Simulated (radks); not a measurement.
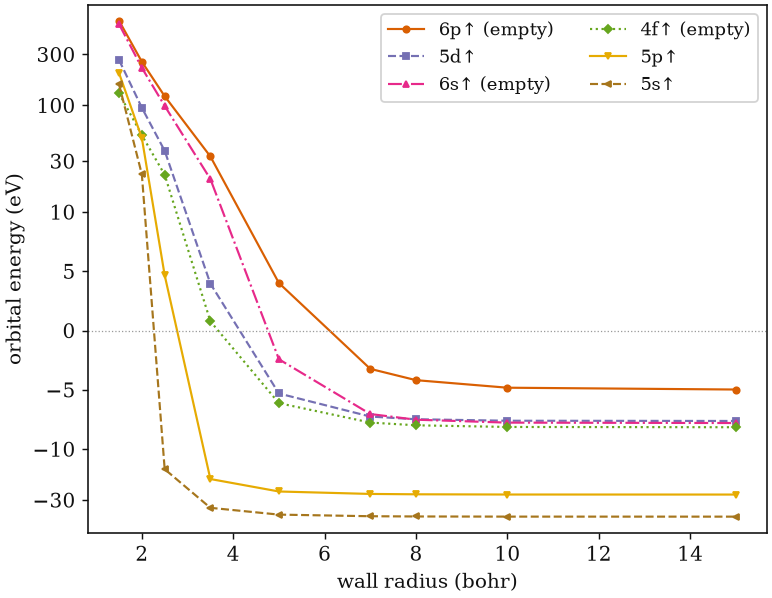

The lanthanum ion La⁺ in the configuration [Xe] 5d2 (high spin). It is put inside a hard spherical wall of varying radius. Theory: scalar-relativistic Kohn-Sham, PBE, spin-polarised, spherical densities, finite nucleus (computed with the in-house radial solver radks). The plot shows the outer orbital energies (spin up), on a scale that is linear within ±10 eV and logarithmic beyond.

**Describe the level shifts under confinement.**

The levels rise as the wall closes in: 5d↑ goes from −7.62 eV at 15 bohr to 267.4 eV at 1.5 bohr and passes zero between 5 and 3.5 bohr. On compression 5d↑ drops below 6s↑ between 8 and 7 bohr, 4f↑ drops below 5p↑ between 2 and 1.5 bohr and 4f↑ drops below 5s↑ between 2 and 1.5 bohr; in each crossing pair the level of higher l rises less. The fastest to rise is 6p↑ (by 627.6 eV), the slowest 4f↑ (by 138.3 eV): the wall presses hardest on the most extended orbitals.
